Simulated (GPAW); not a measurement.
# Work function of Hf2NOS MXene monolayer at several levels

Wanted: work functions and dipole of Hf2NOS MXene monolayer, with the cost of each level.

Main program and level: GPAW 26.7.0; GPAW, PAW setups; layer in a repeated cell with vacuum, relaxation of atoms and in-plane cell, in the first sound run; inputs show where later runs differ.

### 1. The structure

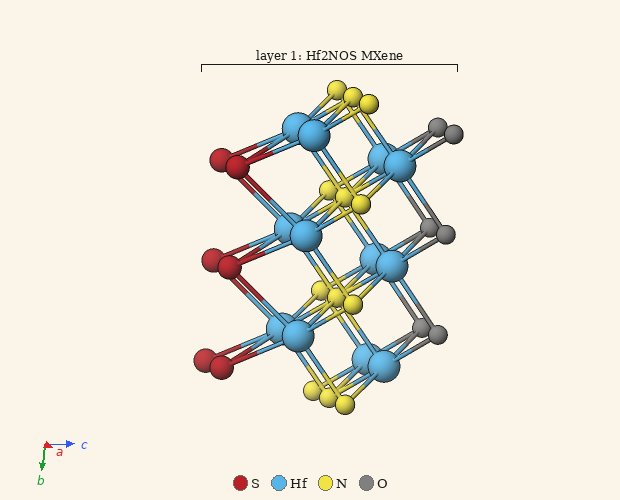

Start, viewed from the side, with the c axis across the page; sulfur red, hafnium blue, nitrogen yellow, oxygen grey. 2×3×1 cells are drawn. Some periodic images of atoms are drawn too.

The cell holds 5 atoms: 1 S, 2 Hf, 1 N and 1 O. Cell: a = 3.217 Å, b = 3.217 Å, c = 23.637 Å, α = 90.0°, β = 90.0°, γ = 120.0°. Vacuum lies along c.

### 2. Relaxation

Forces are removed first; all later runs use this geometry.

The input, run.py:

```python
import json
import numpy as np
from ase import Atoms
from ase.filters import FrechetCellFilter
from ase.optimize import BFGS
from gpaw import GPAW, PW

slab = Atoms(
    ['S', 'Hf', 'N', 'Hf', 'O'],
    positions=[
        [-0.00000, 1.85762, 9.00000],
        [1.60875, 0.92881, 10.85468],
        [0.00000, 0.00000, 12.12422],
        [-0.00000, 1.85762, 13.39376],
        [1.60875, 0.92881, 14.63653]],
    cell=[[3.2175, 0.0, 0.0], [-1.60875, 2.78644, 0.0], [0.0, 0.0, 23.6365]],
    pbc=[True, True, True])

slab.calc = GPAW(mode=PW(600), xc='PBE', kpts={'size': (12, 12, 1), 'gamma': True},
                 occupations={'name': 'fermi-dirac', 'width': 0.05}, nbands='160%',
                 convergence={'density': 1e-05}, maxiter=200,
                 symmetry={'tolerance': 1e-3}, txt='slab.txt')
result = {}
# The in-plane cell is free; stress needs a cell that repeats along all three vectors
path = []
opt = BFGS(FrechetCellFilter(slab, mask=[1, 1, 0, 0, 0, 1]), maxstep=0.2)
opt.attach(lambda: path.append((slab.get_potential_energy(), slab.positions.tolist(), slab.get_forces().tolist())))
result['relaxed'] = bool(opt.run(fmax=0.02, steps=45))
result['path'] = path
result['cell'] = slab.cell.tolist()
print('in-plane lattice', slab.cell.cellpar().round(4)[[0, 1, 5]])
energy = slab.get_potential_energy()
fermi = slab.calc.get_fermi_level()
v = slab.calc.get_electrostatic_potential().mean((0, 1)) - fermi
n = slab.calc.get_pseudo_density().mean((0, 1))
L = slab.cell[2, 2]
z = np.arange(len(v)) * L / len(v)
low, high = slab.positions[:, 2].min(), slab.positions[:, 2].max()
below, above = np.interp([low - 6.8, high + 6.8], z, v)
slopes = [np.interp(x, z, np.gradient(v, z)) for x in (low - 6.8, high + 6.8)]
eps = np.array([[slab.calc.get_eigenvalues(k, s) for k in range(len(slab.calc.get_ibz_k_points()))]
                for s in range(slab.calc.get_number_of_spins())]) - fermi
top, bottom = eps[eps < 0].max(), eps[eps > 0].min()
dipole = slab.get_dipole_moment()[2]
print(f'energy {energy:.4f} eV, Fermi level {fermi:.4f} eV, dipole {dipole:.5f} e A')
print(f'potential 6.8 A off the faces, from the Fermi level: lower {below:.4f} eV, upper {above:.4f} eV')
print(f'slope of the potential there: lower {slopes[0]:.5f}, upper {slopes[1]:.5f} eV/A')
print(f'nearest levels on the mesh: {top:.4f} and {bottom:.4f} eV')
print('magnetic moment', round(slab.get_magnetic_moment(), 3))
result.update(energy=energy, fermi=fermi, dipole=dipole, below=below, above=above, slopes=slopes, edges=[top, bottom],
              z=z.tolist(), v=v.tolist(), n=n.tolist(), positions=slab.positions.tolist(),
              forces=slab.get_forces(apply_constraint=False).tolist(), moments=slab.get_magnetic_moments().tolist())
json.dump(result, open('result.json', 'w'))
```

Run with:

```
$ OMP_NUM_THREADS=1 OPENBLAS_NUM_THREADS=1 python run.py
```

Log:

```text
Step          Energy          fmax
BFGS:    0      -41.700732        4.140639
BFGS:    1      -42.184077        2.084546
BFGS:    2      -42.431512        1.385160
BFGS:    3      -42.468416        0.636492
BFGS:    4      -42.507639        0.601684
BFGS:    5      -42.561574        0.557757
BFGS:    6      -42.594294        0.490715
BFGS:    7      -42.618514        0.409895
BFGS:    8      -42.625010        0.253104
BFGS:    9      -42.628556        0.113223
BFGS:   10      -42.629643        0.085834
BFGS:   11      -42.630450        0.045439
BFGS:   12      -42.630605        0.020117
BFGS:   13      -42.630523        0.015904
in-plane lattice [  3.2859   3.2859 120.    ]
energy -42.6224 eV, Fermi level -0.1306 eV, dipole 0.07046 e A
potential 6.8 A off the faces, from the Fermi level: lower 5.0710 eV, upper 4.7908 eV
slope of the potential there: lower 0.05772, upper 0.05813 eV/A
nearest levels on the mesh: -0.0188 and 0.0210 eV
magnetic moment 0.0
```

Wall time 19 min (1 thread of Intel Xeon Platinum 8259CL at 2.50GHz (Skylake/Cascade Lake), shared host); peak memory 0.5 GiB.

Numbers from this step:

```
dipole along the normal                    : 0.07046 e·Å
levels nearest the Fermi level on the mesh : -0.01876, 0.02100 eV from the Fermi level
```

The electrostatic potential energy of an electron (without an applied field's), less the Fermi level, planar mean oscillates, so the rows of the table below give means over windows of 1 Å about each position, cut where the curve ends. Its maxima inside the range that stand out by 2 % of the span (Å: eV): 9.9: -5.85, 11.7: -6.54, 12.6: -7.87. Its minima: 9.2: -17.3, 10.8: -22.1, 12.2: -12.5, 13.5: -22.9.

The electrostatic potential energy of an electron (without an applied field's), less the Fermi level, planar mean by z; means over each step:

```
z (Å)  electrostatic potential energy of an electron (without an applied field's), less the Fermi level, planar mean (eV)
    0                                                                                                                4.95
    1                                                                                                                4.99
    2                                                                                                                5.05
    3                                                                                                                5.11
    4                                                                                                                5.16
    5                                                                                                                5.22
    6                                                                                                                5.28
    7                                                                                                                5.28
    8                                                                                                                3.86
    9                                                                                                               -10.4
   10                                                                                                               -9.32
   11                                                                                                               -17.3
   12                                                                                                               -9.24
   13                                                                                                               -14.9
   14                                                                                                               -15.8
   15                                                                                                              -0.358
   16                                                                                                                4.34
   17                                                                                                                4.54
   18                                                                                                                4.60
   19                                                                                                                4.66
   20                                                                                                                4.72
   21                                                                                                                4.78
   22                                                                                                                4.84
   23                                                                                                                4.90
```

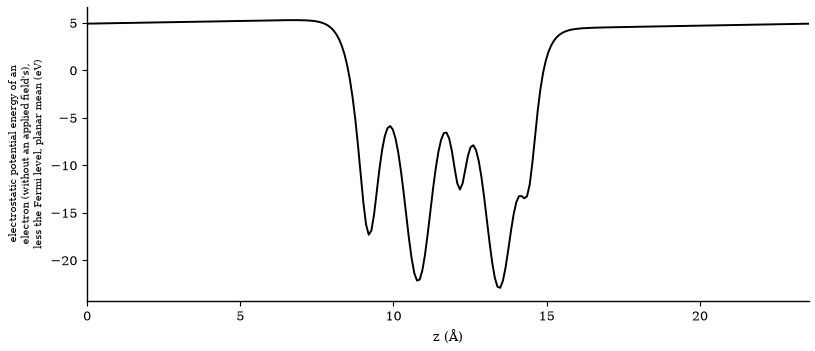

Electrostatic potential energy of an electron (without an applied field's), less the Fermi level, planar mean against z.

The pseudo valence density, planar mean oscillates, so the rows of the table below give means over windows of 2.5 Å about each position, cut where the curve ends. Its maxima inside the range that stand out by 2 % of the span (Å: e/Å³): 9.6: 0.477, 10.9: 1.10, 12.3: 0.647, 13.5: 1.15, 14.4: 0.884. Its minima: 10.0: 0.440, 11.6: 0.468, 12.8: 0.519, 14.0: 0.809.

Table of pseudo valence density, planar mean by z; means over each step:

```
z (Å)  pseudo valence density, planar mean (e/Å³)
  5.0                                      2.8e-5
  7.5                                      0.0649
 10.0                                       0.612
 12.5                                       0.693
 15.0                                       0.383
 17.5                                      3.1e-4
 20.0                                           0
```

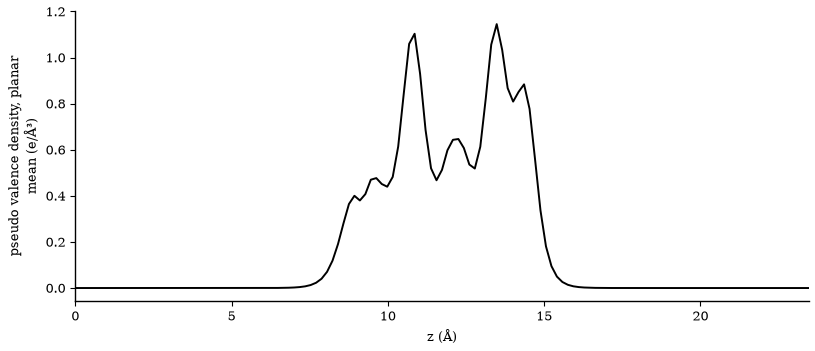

Pseudo valence density, planar mean against z.

The relaxation lowered the energy of the cell by 0.930 eV (energies extrapolated to zero smearing; the optimiser's log prints free energies). The largest force left on a free atom is 0.016 eV/Å.

### 3. Plane waves, PBE

With the geometry fixed, the planar mean of the potential gives the vacuum level on each side.

This step: GPAW, PAW setups; slab in vacuum (GPAW 26.7.0).

The cell differs from the one that the last finished run ended in (c 23.637 → 23.203 Å).

Edit run.py of step 2 so:

```diff
@@ -3,4 +3,2 @@
 from ase import Atoms
-from ase.filters import FrechetCellFilter
-from ase.optimize import BFGS
 from gpaw import GPAW, PW
@@ -10,23 +8,16 @@
     positions=[
-        [-0.00000, 1.85762, 9.00000],
-        [1.60875, 0.92881, 10.85468],
-        [0.00000, 0.00000, 12.12422],
-        [-0.00000, 1.85762, 13.39376],
-        [1.60875, 0.92881, 14.63653]],
-    cell=[[3.2175, 0.0, 0.0], [-1.60875, 2.78644, 0.0], [0.0, 0.0, 23.6365]],
-    pbc=[True, True, True])
+        [0.00000, 1.89712, 9.00000],
+        [1.64296, 0.94856, 10.60099],
+        [0.00000, -0.00000, 11.96217],
+        [0.00000, 1.89712, 13.24666],
+        [1.64296, 0.94856, 14.20283]],
+    cell=[[3.28591, -0.0, 0.0], [-1.64296, 2.84569, 0.0], [0.0, 0.0, 23.2028]],
+    pbc=[True, True, False])
 
-slab.calc = GPAW(mode=PW(600), xc='PBE', kpts={'size': (12, 12, 1), 'gamma': True},
+slab.calc = GPAW(mode=PW(500), xc='PBE', kpts={'size': (12, 12, 1), 'gamma': True},
                  occupations={'name': 'fermi-dirac', 'width': 0.05}, nbands='160%',
                  convergence={'density': 1e-05}, maxiter=200,
+                 poissonsolver={'dipolelayer': 'xy'},
                  symmetry={'tolerance': 1e-3}, txt='slab.txt')
 result = {}
-# The in-plane cell is free; stress needs a cell that repeats along all three vectors
-path = []
-opt = BFGS(FrechetCellFilter(slab, mask=[1, 1, 0, 0, 0, 1]), maxstep=0.2)
-opt.attach(lambda: path.append((slab.get_potential_energy(), slab.positions.tolist(), slab.get_forces().tolist())))
-result['relaxed'] = bool(opt.run(fmax=0.02, steps=45))
-result['path'] = path
-result['cell'] = slab.cell.tolist()
-print('in-plane lattice', slab.cell.cellpar().round(4)[[0, 1, 5]])
 energy = slab.get_potential_energy()
```

Log:

```text
energy -41.8508 eV, Fermi level -0.0294 eV, dipole 0.05092 e A
potential 6.8 A off the faces, from the Fermi level: lower 5.4139 eV, upper 4.4235 eV
slope of the potential there: lower -0.00002, upper 0.00022 eV/A
nearest levels on the mesh: -0.0219 and 0.0224 eV
magnetic moment 0.0
```

The job ended after 94 s (1 thread; peak memory 0.28 GiB).

This step gave:

```
dipole along the normal                    : 0.05092 e·Å
levels nearest the Fermi level on the mesh : -0.02190, 0.02235 eV from the Fermi level
upper work function                        : 4.423 eV
lower work function                        : 5.414 eV
```

The electrostatic potential energy of an electron (without an applied field's), less the Fermi level, planar mean oscillates, so the rows of the table below give means over windows of 1 Å about each position, cut where the curve ends. Its maxima inside the range that stand out by 2 % of the span (Å: eV): 9.7: -5.85, 11.5: -6.50, 12.4: -7.88. Its minima: 9.0: -17.3, 10.6: -22.1, 12.0: -12.5, 13.2: -22.9.

The electrostatic potential energy of an electron (without an applied field's), less the Fermi level, planar mean by z; means over each step:

```
z (Å)  electrostatic potential energy of an electron (without an applied field's), less the Fermi level, planar mean (eV)
    0                                                                                                                5.23
    1                                                                                                                5.41
    2                                                                                                                5.41
    3                                                                                                                5.41
    4                                                                                                                5.41
    5                                                                                                                5.41
    6                                                                                                                5.41
    7                                                                                                                5.30
    8                                                                                                                2.57
    9                                                                                                               -12.0
   10                                                                                                               -11.4
   11                                                                                                               -14.8
   12                                                                                                               -9.48
   13                                                                                                               -17.6
   14                                                                                                               -13.1
   15                                                                                                                1.94
   16                                                                                                                4.34
   17                                                                                                                4.42
   18                                                                                                                4.42
   19                                                                                                                4.42
   20                                                                                                                4.42
   21                                                                                                                4.42
   22                                                                                                                4.42
   23                                                                                                                4.51
```

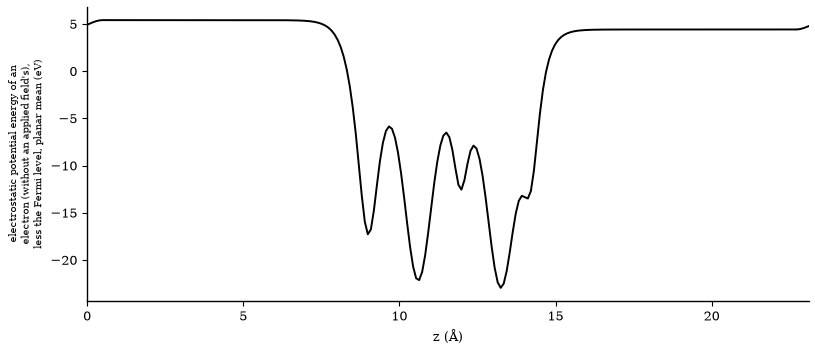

Electrostatic potential energy of an electron (without an applied field's), less the Fermi level, planar mean, plotted against z.

The pseudo valence density, planar mean oscillates, so the rows of the table below give means over windows of 2 Å about each position, cut where the curve ends. Its maxima inside the range that stand out by 2 % of the span (Å: e/Å³): 9.3: 0.475, 10.6: 1.11, 12.0: 0.646, 13.3: 1.13, 14.1: 0.883. Its minima: 9.7: 0.443, 11.4: 0.472, 12.6: 0.516, 13.7: 0.820.

The pseudo valence density, planar mean by z; means over each step:

```csv
z (Å),"pseudo valence density, planar mean (e/Å³)"
4,1.6e-6
6,7.1e-4
8,0.167
10,0.661
12,0.597
14,0.750
16,0.0164
18,1.8e-5
```

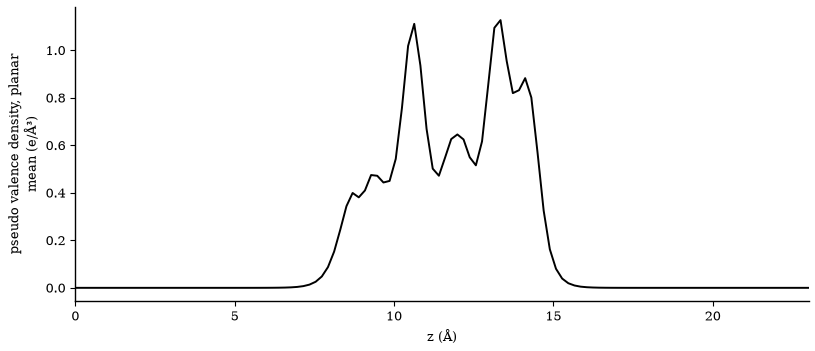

Pseudo valence density, planar mean against z.

Force by atom:

| atom | x (eV/Å) | y (eV/Å) | z (eV/Å) | size |
| --- | --- | --- | --- | --- |
| S1 | 0.0000 | 0.0000 | -0.0042 | 0.0042 |
| Hf2 | 0.0000 | 0.0000 | -0.0246 | 0.0246 |
| N3 | 0.0000 | 0.0000 | 0.0112 | 0.0112 |
| Hf4 | 0.0000 | 0.0000 | -0.0262 | 0.0262 |
| O5 | 0.0000 | 0.0000 | 0.0865 | 0.0865 |

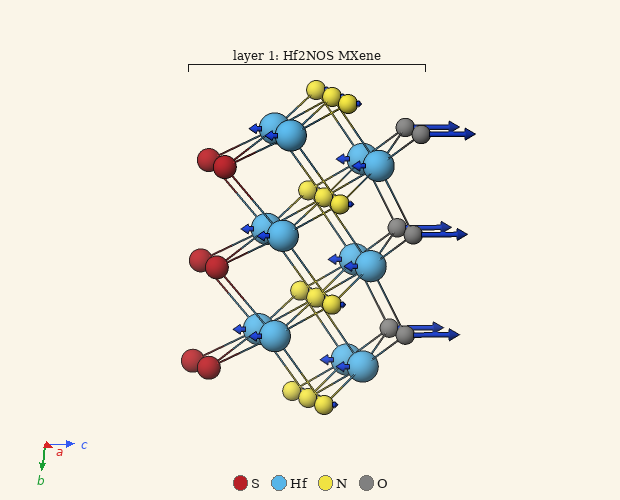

Force as arrows, the longest 0.0865 eV/Å. 2×3×1 cells are drawn. Some periodic images of atoms are drawn too.

The potential is flat to 2.2e-4 eV/Å where it is read, so the vacuum is wide enough.

### 4. Self-consistent run: xc = "RPBE"

The same geometry under RPBE, to see how far the functional moves the levels against the vacuum.

Edit run.py of step 3 so:

```diff
@@ -16,3 +16,3 @@
 
-slab.calc = GPAW(mode=PW(500), xc='PBE', kpts={'size': (12, 12, 1), 'gamma': True},
+slab.calc = GPAW(mode=PW(500), xc='RPBE', kpts={'size': (12, 12, 1), 'gamma': True},
                  occupations={'name': 'fermi-dirac', 'width': 0.05}, nbands='160%',
```

Log:

```text
energy -39.8204 eV, Fermi level 0.1111 eV, dipole 0.05518 e A
potential 6.8 A off the faces, from the Fermi level: lower 5.3138 eV, upper 4.2409 eV
slope of the potential there: lower -0.00003, upper 0.00022 eV/A
nearest levels on the mesh: -0.0192 and 0.0210 eV
magnetic moment 0.0
```

Wall time 92 s (1 thread); peak memory 0.29 GiB.

Numbers from this step:

```
dipole along the normal                    : 0.05518 e·Å
levels nearest the Fermi level on the mesh : -0.01921, 0.02096 eV from the Fermi level
upper work function                        : 4.241 eV
lower work function                        : 5.314 eV
```

The electrostatic potential energy of an electron (without an applied field's), less the Fermi level, planar mean oscillates, so the rows of the table below give means over windows of 1 Å about each position, cut where the curve ends. Its maxima inside the range that stand out by 2 % of the span (Å: eV): 9.7: -5.96, 11.5: -6.64, 12.4: -8.03. Its minima: 9.0: -17.4, 10.6: -22.3, 12.0: -12.7, 13.2: -23.1.

Table of electrostatic potential energy of an electron (without an applied field's), less the Fermi level, planar mean by z; means over each step:

```csv
z (Å),"electrostatic potential energy of an electron (without an applied field's), less the Fermi level, planar mean (eV)"
0,5.11
1,5.31
2,5.31
3,5.31
4,5.31
5,5.31
6,5.31
7,5.19
8,2.48
9,-12.1
10,-11.5
11,-14.9
12,-9.62
13,-17.7
14,-13.3
15,1.75
16,4.16
17,4.23
18,4.24
19,4.24
20,4.24
21,4.24
22,4.24
23,4.34
```

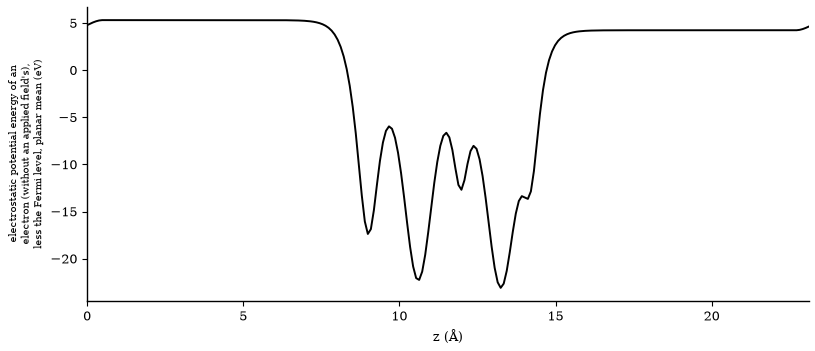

Electrostatic potential energy of an electron (without an applied field's), less the Fermi level, planar mean, plotted against z.

The pseudo valence density, planar mean oscillates, so the rows of the table below give means over windows of 2 Å about each position, cut where the curve ends. Its maxima inside the range that stand out by 2 % of the span (Å: e/Å³): 9.3: 0.475, 10.6: 1.11, 12.0: 0.645, 13.3: 1.13, 14.1: 0.882. Its minima: 9.7: 0.444, 11.4: 0.472, 12.6: 0.515, 13.7: 0.820.

The pseudo valence density, planar mean by z; means over each step:

| z (Å) | pseudo valence density, planar mean (e/Å³) |
| --- | --- |
| 4 | 1.7e-6 |
| 6 | 7.2e-4 |
| 8 | 0.167 |
| 10 | 0.661 |
| 12 | 0.597 |
| 14 | 0.750 |
| 16 | 0.0164 |
| 18 | 2.0e-5 |

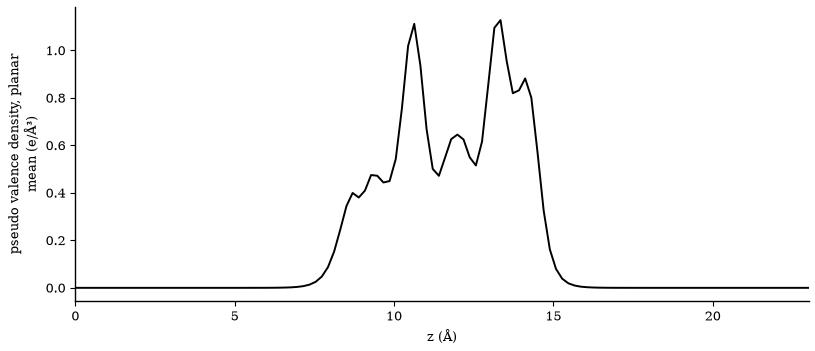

Pseudo valence density, planar mean against z.

Force by atom:

| atom | x (eV/Å) | y (eV/Å) | z (eV/Å) | size |
| --- | --- | --- | --- | --- |
| S1 | 0.000 | 0.000 | -0.233 | 0.233 |
| Hf2 | 0.000 | 0.000 | -0.067 | 0.067 |
| N3 | 0.000 | 0.000 | 0.019 | 0.019 |
| Hf4 | 0.000 | 0.000 | -0.059 | 0.059 |
| O5 | 0.000 | 0.000 | 0.370 | 0.370 |

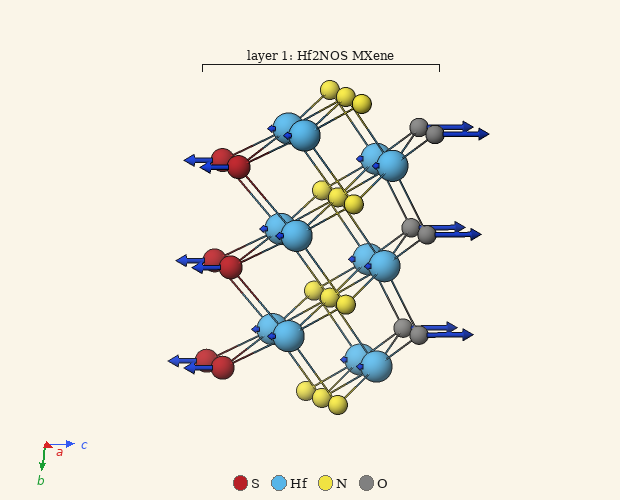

Force as arrows, the longest 0.370 eV/Å. 2×3×1 cells are drawn. Some periodic images of atoms are drawn too.

The upper face's work function is 4.241 eV, against 4.423 eV in the first plane-wave PBE run at this geometry.

[end of part 1 of 2]

[Logs are printed without paths, hosts, clocks, repeated set-up lines and the standing remarks that a program may print on its own settings, such as how far it seeks lower states.]

[Hosts, paths, dates, database ids (printed as entryN), source tags and the programs' standing remarks are cut or masked in the printed files.]
